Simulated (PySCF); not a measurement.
Molecule: SMILES [SiH](Cl)(Cl)[SiH2][SiH2]N. Atoms near the plane z = 0.0 Å, at the PBE0/def2-SVP optimised geometry (x, y, z in Å): Cl2 (-2.5, -2.1, -0.3), Si5 (0.8, 0.7, 0.0), N6 (2.6, 0.7, 0.0), H11 (0.4, 2.1, 0.0), H12 (3.1, 1.3, 0.6), H13 (3.1, -0.2, -0.1).

Calculation: PBE0/def2-TZVP run with PySCF. Cells within 0.4 Å of a nucleus heavier than hydrogen are left out (blank, or x). The values are rescaled to run from 0 to 1.

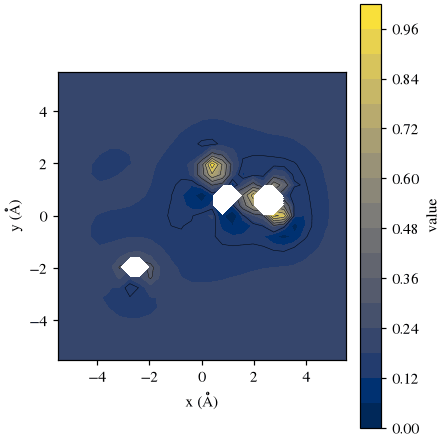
Figure: a field on the plane z = 0.0 Å.

Q: Which quantity is mapped?
A. deformation density (molecule minus spherical neutral atoms)
B. electron localisation function
C. electrostatic potential
D. an orbital amplitude

A: A, deformation density (molecule minus spherical neutral atoms). In full: deformation density (molecule minus spherical neutral atoms) (e/bohr³).
